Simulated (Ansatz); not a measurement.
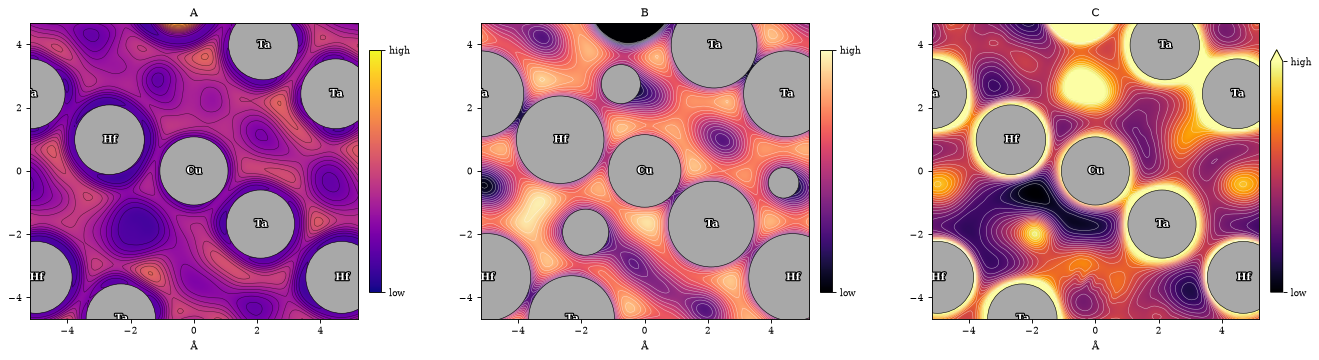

Hf$_{2}$Ta$_{3}$Cu: 3 fields on the (111) plane of the conventional cell, with unlabelled colour scales. Grey discs cover the atomic cores.

Space group P1; a generated structure, not necessarily the stable one; computed without spin polarisation.

All numbers below come from Ansatz, DFT PBE, scalar-relativistic, plane waves, PAW.

> Which field does each panel show? The fields are: electron localisation function, electrostatic potential energy of an electron and valence pseudo-density.

Panel A: electron localisation function. Panel B: electrostatic potential energy of an electron (low next to the atoms, rising into the space between them). Panel C: valence pseudo-density. From the grid: Ta–Cu (2.69 Å): ρ is about 0.29 e/Å³ halfway; the ELF is about 0.25 at the midpoint (no localised pair shows between them).
